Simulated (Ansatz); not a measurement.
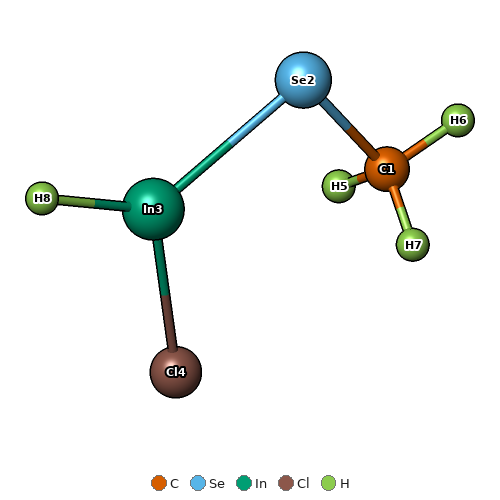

The system is CH₄ClInSe, SMILES C[Se][InH][Cl]; the picture shows the reference structure. 
- First axis: angle H7–C1–Se2. Second axis: angle H8–In3–Se2.
- Nothing is relaxed (all other coordinates rigid).
- Grid: 9 × 9 points.
- All energies are given in kJ/mol relative to the lowest grid point.
- These are results of Ansatz, RKS PBE0-D4/def2-TZVP, not measurements.

Its coordinates:

```json
{"atom": "C", "x (Å)": "-0.4219", "y (Å)": "1.3722", "z (Å)": "-0.4370"}
{"atom": "Se", "x (Å)": "-0.1342", "y (Å)": "0.6449", "z (Å)": "1.3620"}
{"atom": "In", "x (Å)": "0.5187", "y (Å)": "-1.6622", "z (Å)": "0.7483"}
{"atom": "Cl", "x (Å)": "0.5178", "y (Å)": "-1.9504", "z (Å)": "-1.5780"}
{"atom": "H", "x (Å)": "-1.2290", "y (Å)": "0.8421", "z (Å)": "-0.9348"}
{"atom": "H", "x (Å)": "-0.6950", "y (Å)": "2.4160", "z (Å)": "-0.2914"}
{"atom": "H", "x (Å)": "0.4897", "y (Å)": "1.3043", "z (Å)": "-1.0241"}
{"atom": "H", "x (Å)": "0.9472", "y (Å)": "-3.0016", "z (Å)": "1.7064"}
```

Range: angle H7–C1–Se2 from 85.4 to 135.4°; angle H8–In3–Se2 from 106.3 to 156.3°.

### What will the energy surface look like?

The lowest grid point is at angle H7–C1–Se2 = 110.4°, angle H8–In3–Se2 = 131.3°. It is the only kind of minimum in the scanned range. The highest grid point, angle H7–C1–Se2 = 85.4°, angle H8–In3–Se2 = 156.3°, lies 72.6 kJ/mol above the lowest. Round the minimum the two coordinates are nearly uncoupled.

```tsv
angle H8–In3–Se2 ↓, angle H7–C1–Se2 →	85.4	91.7	97.9	104.2	110.4	116.7	122.9	129.2	135.4
156.3	72.6	50.4	35.1	25.8	22.8	25.8	34.6	49.4	69.6
150.1	62.2	40.1	24.8	15.5	12.5	15.5	24.3	39.1	59.3
143.8	55.0	32.9	17.6	8.4	5.4	8.4	17.2	31.9	52.1
137.6	50.9	28.9	13.6	4.3	1.3	4.3	13.1	27.8	48.0
131.3	49.5	27.5	12.2	3.0	0.0	3.0	11.7	26.5	46.6
125.1	50.6	28.8	13.5	4.3	1.3	4.2	13.0	27.7	47.8
118.8	54.4	32.6	17.3	8.1	5.1	8.1	16.8	31.5	51.6
112.6	60.6	38.8	23.6	14.4	11.4	14.4	23.1	37.8	57.8
106.3	69.4	47.7	32.6	23.4	20.4	23.4	32.1	46.7	66.8
```

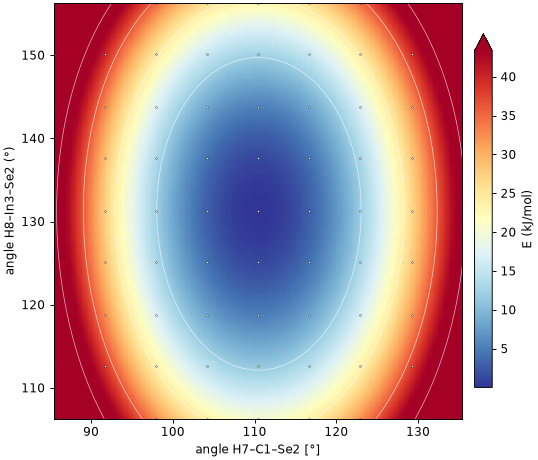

In the figure: a smooth colour map with a few white contour lines, dots at the grid points, one colour for all values above the top of the scale. Between grid points the surface is interpolated.

Each point was launched as `ansatz run input.yaml --threads 1 --pin off --max-ram 2560MiB --backend cpu --events-out ev --progress --plain --runs-dir out`. The whole map (81 points run) took 41 min on 1 thread of Arm Neoverse N1, on a shared host.
